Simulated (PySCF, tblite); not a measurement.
# C₇H₁₃NOSi: geometry, infrared bands and NMR shifts

Aim: predict the infrared bands and NMR shifts of C₇H₁₃NOSi (`C[SiH2]c1ccc(N(C)C)o1`).

Programs: tblite 0.8.0 and PySCF 2.14.0, with density-fitted response routines of our own. Each step states its level of theory. These are calculated values for one molecule in the gas phase, unless marked as measured. Atoms are numbered from 0 throughout.

### Step 1. Starting geometry

23 atoms, charge 0, multiplicity 1; geometry from: force field or distance geometry start.

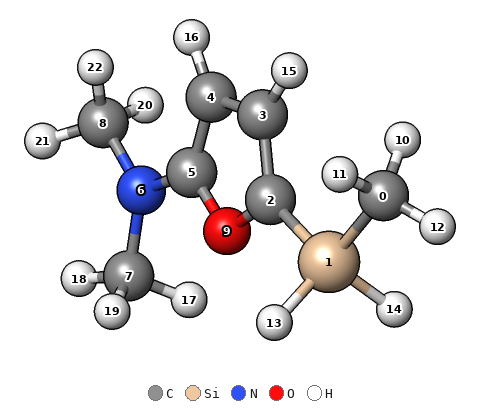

As it starts; carbon grey, silicon light orange, nitrogen blue, oxygen red, hydrogen white, atoms numbered.

### Step 2. Optimising the geometry with GFN2-xTB

What the job is given:

```
{"job": {"kind": "relax", "xc": "GFN2-xTB", "basis": "xTB"}, "charge": 0, "multiplicity": 1}
C      4.215300     0.008000    -0.095200
Si     2.710800    -1.058100     0.218400
C      1.175400    -0.126200    -0.087800
C      1.011300     1.186600    -0.495800
C     -0.361600     1.428400    -0.587200
C     -0.962300     0.234700    -0.250700
N     -2.351200    -0.082200    -0.187300
C     -2.752000    -1.423000     0.216200
C     -3.338400     0.945200    -0.517100
O     -0.032300    -0.650100     0.044500
H      3.934500     0.653100    -0.962600
H      4.386300     0.687900     0.762400
H      5.089300    -0.598700    -0.345700
H      2.664200    -1.624700     1.558600
H      2.838200    -2.205500    -0.706700
H      1.803400     1.903600    -0.674800
H     -0.852400     2.343500    -0.877200
H     -2.417400    -2.117500    -0.587000
H     -3.838000    -1.427000     0.404000
H     -2.171000    -1.693300     1.142400
H     -3.572600     0.852900    -1.596200
H     -4.256000     0.825000     0.088400
H     -2.928200     1.964400    -0.361500
```

The run is started by

```console
OMP_NUM_THREADS=1 python probes_run.py task.json out
```

One launch serves the whole session: the jobs run in the order shown.

**Question.** This job is followed by: GFN2-xTB harmonic vibrations, gas phase; GIAO PBE0/pcSseg-1 NMR shielding, non-relativistic, gas phase. What will the session give for the following? strongest single infrared mode (GFN2-xTB); zero-point energy (GFN2-xTB); ¹³C shifts against TMS (PBE0/pcSseg-1, means over atoms taken as alike); ¹H shifts against TMS (PBE0/pcSseg-1, means over atoms taken as alike); ²⁹Si shifts against TMS (PBE0/pcSseg-1); ¹⁵N shifts against NH3 (PBE0/pcSseg-1); ¹⁷O shifts against H2O (PBE0/pcSseg-1).

The runs gave:

| quantity | value |
| --- | --- |
| strongest single infrared mode (GFN2-xTB) | 2175 cm⁻¹, 447 km/mol |
| zero-point energy (GFN2-xTB) | 114.3 kcal/mol |
| ¹³C shifts against TMS (PBE0/pcSseg-1, means over atoms taken as alike) | 170.5, 143.1, 131.9, 88.5, 39.8, -9.7 ppm |
| ¹H shifts against TMS (PBE0/pcSseg-1, means over atoms taken as alike) | 6.87, 5.35, 4.77, 2.89, 0.31 ppm |
| ²⁹Si shifts against TMS (PBE0/pcSseg-1) | -61.9 ppm |
| ¹⁵N shifts against NH3 (PBE0/pcSseg-1) | 73.3 ppm |
| ¹⁷O shifts against H2O (PBE0/pcSseg-1) | 287.8 ppm |

**Reading.** Relaxing lowered the energy by 0.519 eV in 84 steps; the close pair that moved most is C2–O9, from 1.323 to 1.375 Å. All 63 modes are real, so the xTB geometry is a minimum. The strongest single mode, at 2175 cm⁻¹, moves mainly H14. GFN2-xTB is a fitted tight-binding method: band positions and strengths are rough. Its intensities can rank the bands wrongly. At PBE0/pcSseg-1: Shielding is most anisotropic at O9 (span 289 ppm, paramagnetic term -356 ppm). NICS(1)zz of -22 ppm above the planar ring from C2 marks a diatropic (aromatic) ring current.
